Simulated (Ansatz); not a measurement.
Start from Al in the fcc (Cu type) structure (space group Fm-3m, No. 225; a = 3.994 Å; relaxed with 0.1 eV smearing). Axes: x, y, z lie along the cube axes.

Structures relaxed with Ansatz (a quantum-chemistry and plane-wave program) r2SCAN, without spin-orbit coupling.

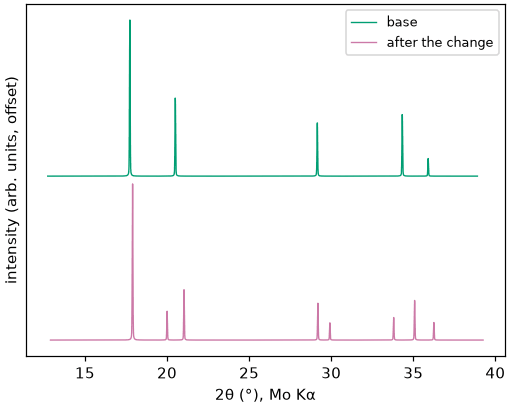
Fig. 1. Simulated powder patterns before (top) and after one change

### Question
What was done to the base?
A. biaxial strain −0.50 %, plane normal [001], relaxed out of plane
B. biaxial strain −2.50 %, plane normal [001], relaxed out of plane
C. biaxial strain −1.00 %, plane normal [001], relaxed out of plane

### Answer
B, biaxial strain −2.50 %, plane normal [001], relaxed out of plane. Its volume per atom is 15.51 Å³ against 15.92 Å³, and its space group is I4/mmm (No. 139).

Stability against distortions was not tested.
